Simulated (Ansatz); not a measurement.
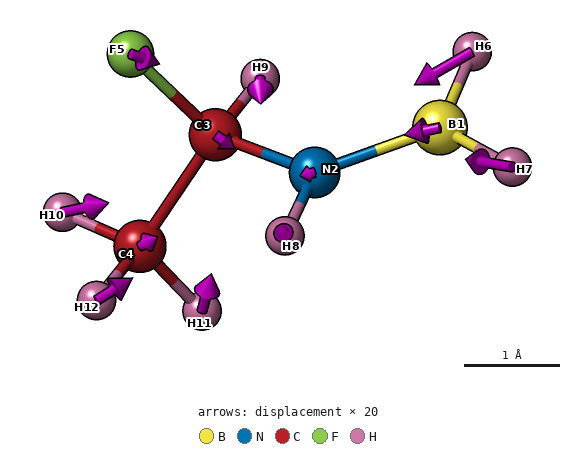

A relaxation of C2H7BFN. The starting structure is drawn; purple arrows show the displacements, magnified 20 times. The two geometries are superimposed by the best rigid fit.

The picture is a ball-and-stick view, seen at a tilt.

The start comes from PBE-D4/def2-SVP.

Method: RKS PBE0-D4/def2-TZVP (Ansatz).

The input:
```yaml
crystal:
  periodic: [false, false, false]
  atoms:
    - {symbol: B, position_ang: [-1.653692, -0.393521, 1.177850]}
    - {symbol: N, position_ang: [-0.828795, -0.317633, 0.048050]}
    - {symbol: C, position_ang: [0.263580, 0.592675, -0.157963]}
    - {symbol: C, position_ang: [1.501020, -0.082267, -0.722947]}
    - {symbol: F, position_ang: [-0.125859, 1.595707, -1.054529]}
    - {symbol: H, position_ang: [-1.425246, 0.345533, 2.116341]}
    - {symbol: H, position_ang: [-2.559813, -1.203580, 1.188515]}
    - {symbol: H, position_ang: [-1.008493, -0.923676, -0.759648]}
    - {symbol: H, position_ang: [0.472002, 1.085390, 0.816374]}
    - {symbol: H, position_ang: [2.298405, 0.664757, -0.899417]}
    - {symbol: H, position_ang: [1.881187, -0.853627, -0.025530]}
    - {symbol: H, position_ang: [1.262804, -0.565058, -1.693097]}
basis:
  gaussian: {orbitals: def2-TZVP}
hamiltonian: {xc: pbe0, dispersion: d4}
relax: {f_tol: 0.005, max_steps: 150}
```

Run as
```bash
ansatz run in.yaml --threads 4 --pin off --events-out ev --progress --plain --max-ram 10444MiB
```

Which element moves most?

Hydrogen: up to 0.037 Å, against 0.021 Å for boron.

Describe the change and its energy.

The energy falls by 4.47 kJ/mol in 5 geometry steps. Largest force component: 0.56 eV/Å at the start, 0.0021 eV/Å at the end. The largest moves after the best rigid fit, 0.037 Å, are those of H6 and H7. Largest moves by element: H 0.037 Å, B 0.021 Å, F 0.020 Å, C 0.013 Å, N 0.009 Å. Some distances before and after: B1–H6 1.216 → 1.196 Å, C3–H9 1.112 → 1.093 Å, N2–H8 1.026 → 1.010 Å, N2–C3 1.437 → 1.423 Å.
